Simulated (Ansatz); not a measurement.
# Ni3GeC (Pm-3m): Grüneisen parameters, part 2 of 2

Does Ni3GeC (Pm-3m) expand much on heating, by its phonons?

Ansatz 0.2.0; DFT PBEsol, scalar-relativistic, plane waves, PAW; PAW set soft_1.

So far, highest frequency on the path or at a solved wavevector (cm⁻¹): step 2 (phonons on a q mesh) 723; step 4 (phonons at the other volume, volume ratio 0.97) 757.

### 5. Relaxing at another volume, volume ratio 1.03

The volume is scaled by 1.03 and held; symmetry leaves nothing to relax, so this is a single point. The modes can then be followed against volume.

File input.yaml:

```yaml
crystal:
  lattice:
    - [3.7988913019, 0.0, 0.0]
    - [0.0, 3.7988913019, 0.0]
    - [0.0, 0.0, 3.7988913019]
  atoms:
    - { symbol: Ni, position: [0.0, 0.5, 0.5] }
    - { symbol: Ni, position: [0.5, 0.5, 0.0] }
    - { symbol: Ni, position: [0.5, 0.0, 0.5] }
    - { symbol: Ge, position: [0.0, 0.0, 0.0] }
    - { symbol: C, position: [0.5, 0.5, 0.5] }
kpoints:
  mp_grid: { grid: [12, 12, 12] }
hamiltonian:
  xc: pbesol
  pseudopotentials: { kind: paw, azcp: { folder: soft_1 }, xc_functional: pbe }
scf:
  occupations: { method: methfessel_paxton, width: 0.2 }
output:
  forces: true
  stress: true
  eigenvalues: true
```

Command:

```bash
$ ansatz run input.yaml --threads 4 --pin off --max-ram 10240MiB --backend cpu --events-out ev --progress --plain --runs-dir out
```

Numbers of over 12 decimals in the logs are rounded to 6 here.

Log:

```text
[...]
Crystal: 5 atoms, lattice volume = 54.824 Å³
Basis set: ecut = 420 eV, 1045 PW (Γ), exchange–correlation on 54×54×54 points (8 copies of the dense FFT grid, shifted against one another)
Bands: 44, of which v1, the nominal top of the filled ones, is band 36 counted from 1 (35 counted from 0)
Symmetry: 48 space group operations
[...]
k-points: 84 of 1728
[...]
k-point 0: bands = [... 32 lower, 15.2294, 15.2294, 15.2294, 15.4819, 16.6971, 17.6419, 17.6419, 17.6419, ... 4 higher]
  k-point 1: bands = [... 32 lower, 15.2294, 15.2637, 15.2637, 15.4572, 16.5799, 17.7162, 17.7162, 17.7924, ... 4 higher]
  k-point 2: bands = [... 32 lower, 15.2296, 15.3804, 15.3804, 15.3838, 16.4901, 17.9073, 17.9073, 18.0046, ... 4 higher]
  k-point 83: bands = [... 32 lower, 14.8110, 15.2754, 15.2754, 15.2754, 15.7577, 17.1077, 17.1077, 17.1077, ... 4 higher]
[key lines of the parts left out:]
SCF converged after 10 iterations
Free energy (F): -21914.927068 eV
Fermi energy:    16.139977 eV
P = ⅓ Tr σ = -5.7116 GPa (-57.116 kbar)
```

Run time: 3.5 s. Hardware: 4 threads of Arm Neoverse V2, shared host; peak memory 0.48 GiB; 13 s of CPU time.

This step gave:

| Quantity | Value |
| --- | --- |
| pressure | -5.712 GPa |
| volume per atom | 10.96 Å³ |

The run ends at a pressure of -5.71 GPa.

### 6. Phonons at the other volume, volume ratio 1.03

The phonons are repeated at this volume on the same k and q meshes.

input.yaml: that of step 5 with these lines changed.

```diff
@@ -19,4 +19,11 @@
 output:
-  forces: true
-  stress: true
   eigenvalues: true
+phonons:
+  method: dfpt
+  qmesh: [2, 2, 2]
+  temperatures: { t_max: 1000, t_step: 50 }
+  qpath:
+    path:
+      - [[0.0, 0.0, 0.0], [0.0, 0.5, 0.0], [0.5, 0.5, 0.0], [0.0, 0.0, 0.0], [0.5, 0.5, 0.5], [0.0, 0.5, 0.0]]
+      - [[0.5, 0.5, 0.5], [0.5, 0.5, 0.0]]
+    npoints: 10
```

Log:

```text
[...]
Crystal: 5 atoms, lattice volume = 54.824 Å³
Basis set: ecut = 420 eV, 1045 PW (Γ), exchange–correlation on 54×54×54 points (8 copies of the dense FFT grid, shifted against one another)
Bands: 44, of which v1, the nominal top of the filled ones, is band 36 counted from 1 (35 counted from 0)
Symmetry: 48 space group operations
k-points: 84 of 1728
[...]
k-point 83: bands = [... 32 lower, 14.8110, 15.2754, 15.2754, 15.2754, 15.7577, 17.1077, 17.1077, 17.1077, ... 4 higher]
[...]
ASR residual: 1.886e-5 → 0.000e0 eV/Å²; symmetrization residual: 3.087e-6 eV/Å²
  ASR residual per site (eV/Å²): 8.53e-6 8.53e-6 8.53e-6 1.89e-5 1.17e-6
[...]
--- Phonons (arbitrary-q DFPT): 4 irreducible q on the 2×2×2 mesh ---
[...]
interpolated dispersion: 62 rows × 15 modes
[...]
[key lines of the parts left out:]
SCF converged after 13 iterations
Free energy (F): -21914.927068 eV
Fermi energy:    16.139996 eV
```

It took 10 min on 4 threads; peak memory 2.4 GiB.

Numbers from this step:

```
sum-rule residual before enforcement                    : 1.89e-5 eV/Å²
lowest frequency on the path                            : -131.7 cm⁻¹
highest frequency on the path or at a solved wavevector : 690.0 cm⁻¹
highest optical mode at the zone centre (no LO-TO term) : 561.9 cm⁻¹
lowest optical zone-centre mode                         : -91.31 cm⁻¹
lowest mode on the q mesh (acoustic modes at Γ apart)   : -131.7 cm⁻¹
```

Frequencies (cm⁻¹) solved at each irreducible wavevector; negative means imaginary. Frequencies by wavevector, by row:

```
q in reciprocal lattice units  star  mode 1  mode 2  mode 3  mode 4  mode 13  mode 14  mode 15
                        0 0 0     1   -91.3   -91.3   -91.3       0    561.9    561.9    561.9
                     0 0 -0.5     3  -131.7   -74.5   -69.7   -69.7    569.9    569.9    664.9
                  0 -0.5 -0.5     3  -108.4  -107.3  -107.3  -100.2    582.5      690      690
               -0.5 -0.5 -0.5     1     -64     -64     -64    33.1    688.5    688.5    688.5
```

The highest optical mode at the zone centre (no LO-TO term) is 561.9 cm⁻¹, -39.3 cm⁻¹ against the base run.

### 7. Grüneisen parameters

The Grüneisen parameter of a mode is minus the logarithmic change of its frequency with volume, −d ln ω / d ln V; weighted by heat capacity it gives the expansion.

Numbers from this step:

| Item | Value |
| --- | --- |
| bulk modulus | 207.9 GPa |

Phonon branches along the path, in cm⁻¹:

```
    point  branch 1  branch 2  branch 3  branch 4  branch 12  branch 13  branch 14  branch 15
        Γ       -93       -93       -93         0        124        601        601        601
        X      -130       -76       -67       -67        274        608        608        699
        M      -115      -107      -107       -99        296        621        723        723
        Γ       -93       -93       -93         0        124        601        601        601
        R       -70       -70       -70        48        358        721        721        721
        X      -130       -76       -67       -67        274        608        608        699
jump to R       -70       -70       -70        48        358        721        721        721
        M      -115      -107      -107       -99        296        621        723        723
```

The same for volume x 0.97:

```
point  branch 1  branch 2  branch 3  branch 4  branch 12  branch 13  branch 14  branch 15
    Γ       -94       -94       -94         0        133        642        642        642
    X      -126       -77       -62       -62        296        648        648        734
    M      -121      -105      -105       -97        318        660        757        757
    Γ       -94       -94       -94         0        133        642        642        642
    R       -76       -76       -76        59        380        754        754        754
    X      -126       -77       -62       -62        296        648        648        734
    R       -76       -76       -76        59        380        754        754        754
    M      -121      -105      -105       -97        318        660        757        757
```

The same for volume x 1.03:

```
point  branch 1  branch 2  branch 3  branch 4  branch 12  branch 13  branch 14  branch 15
    Γ       -91       -91       -91         0        117        562        562        562
    X      -132       -74       -70       -70        253        570        570        665
    M      -108      -107      -107      -100        274        582        690        690
    Γ       -91       -91       -91         0        117        562        562        562
    R       -64       -64       -64        33        337        688        688        688
    X      -132       -74       -70       -70        253        570        570        665
    R       -64       -64       -64        33        337        688        688        688
    M      -108      -107      -107      -100        274        582        690        690
```

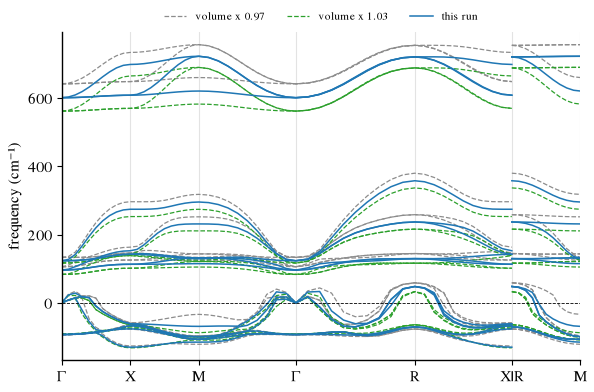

Phonon branches along the path; dashed: volume x 0.97 and volume x 1.03.

### 8. Results

```
bulk modulus : 208 GPa
```

**Reading.** No expansion is given, because modes are imaginary at one volume or more. The highest optical mode at Γ goes from 642 to 562 cm⁻¹ as the cell grows, a Grüneisen parameter of 2.22. Branches are matched by rank, so values near crossings are rough. The q mesh stands for a supercell only 7.5 Å across, so branches between the solved wavevectors are rough. With no gap, or one that is small against the smearing, the frequencies hang on the k mesh and the smearing, most of all near Kohn anomalies. The phonon runs are without spin polarisation, although Ni often carries a moment. The PAW files were made for PBE and serve the other functionals too. A phonon run warned that its eigensolver left some bands unconverged in a pass.

[Logs are printed without paths, hosts, clocks, repeated set-up lines and the standing remarks that a program may print on its own settings, such as how far it seeks lower states.]

[Hosts, paths, dates, database ids (printed as entryN), source tags and the programs' standing remarks are cut or masked in the printed files.]
